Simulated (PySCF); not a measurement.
**C₂H₈F₂OSi₂: density, localisation and related maps**

```yaml
atoms:
  - { symbol: F, position_ang: [-2.2445, -0.9393, -1.4250] }
  - { symbol: C, position_ang: [-2.3210, -0.4069, -0.1699] }
  - { symbol: F, position_ang: [-3.5370, 0.1219, -0.0031] }
  - { symbol: O, position_ang: [-1.3351, 0.4501, 0.1434] }
  - { symbol: C, position_ang: [0.0520, -0.0032, 0.3438] }
  - { symbol: Si, position_ang: [0.9526, 1.4491, 1.2301] }
  - { symbol: Si, position_ang: [0.7442, -0.7433, -1.3189] }
  - { symbol: H, position_ang: [-2.3464, -1.2545, 0.4761] }
  - { symbol: H, position_ang: [0.0906, -0.7979, 1.0746] }
  - { symbol: H, position_ang: [-0.0388, 2.1785, 1.9818] }
  - { symbol: H, position_ang: [1.9704, 0.7746, 2.1574] }
  - { symbol: H, position_ang: [1.6237, 2.3456, 0.3272] }
  - { symbol: H, position_ang: [0.5799, -2.2182, -1.4674] }
  - { symbol: H, position_ang: [2.2029, -0.3146, -1.2687] }
  - { symbol: H, position_ang: [0.1666, -0.0821, -2.4218] }
```

Geometry: GFN2-xTB, MD frame at 250 fs, 300 K.

These are results of PySCF, PBE0/pcSseg-1, SCF density, gas phase, non-relativistic, not measurements.

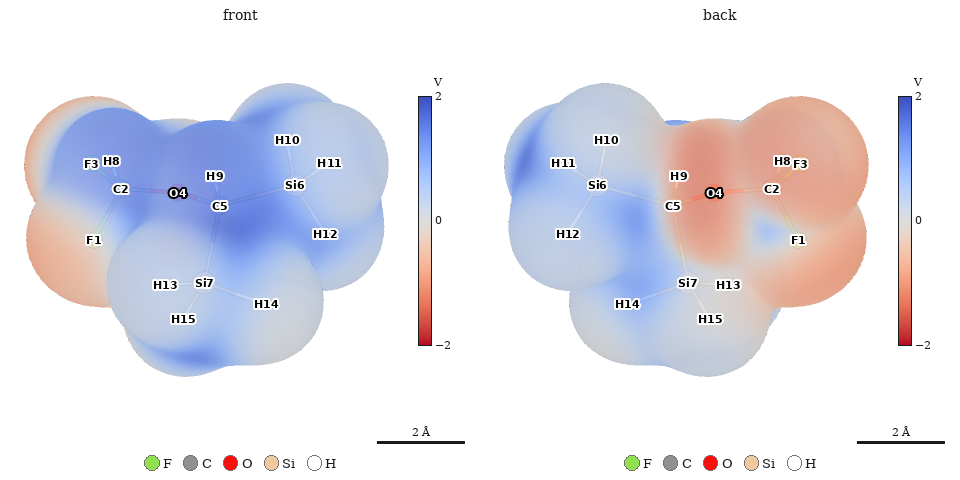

Figure 1. The electrostatic potential painted on the density surface at 0.002 e/bohr³, seen from the front and from behind; the colour scale runs from red (negative) to blue (positive).

Which sites attract a positive test charge, and which a negative one?

Answer. A positive charge is drawn to the negative regions and a negative charge to the positive ones. The most negative region (about −1.0 V, or −23 kcal/mol for a unit charge) lies over O4, the most positive (about +1.5 V, or +35 kcal/mol for a unit charge) over Si6 and Si7. O4 is the likeliest acceptor of a hydrogen bond.

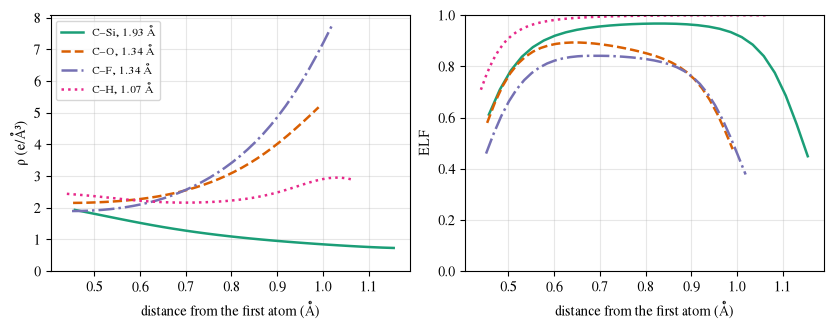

Figure 2. Electron density and electron localisation function along straight lines between neighbouring atoms. The curves leave out the atomic cores.

What can be read from the curves?

Answer. C–Si (1.93 Å): ρ is about 0.88 e/Å³ halfway; the ELF peaks at about 0.95 between the atoms (a shared electron pair).
C–O (1.34 Å): ρ at the midpoint is about 2.5 e/Å³; the ELF peaks at about 0.90 between the atoms, as expected for a shared but strongly polarised pair.
C–F (1.34 Å): ρ at the midpoint is about 2.4 e/Å³; the ELF peaks at about 0.85 between the atoms, as expected for a shared but strongly polarised pair.
C–H (1.07 Å): ρ at the midpoint is about 2.3 e/Å³; the ELF climbs to about 1 towards the hydrogen, as it does in any bond to H: an ordinary covalent bond to hydrogen.
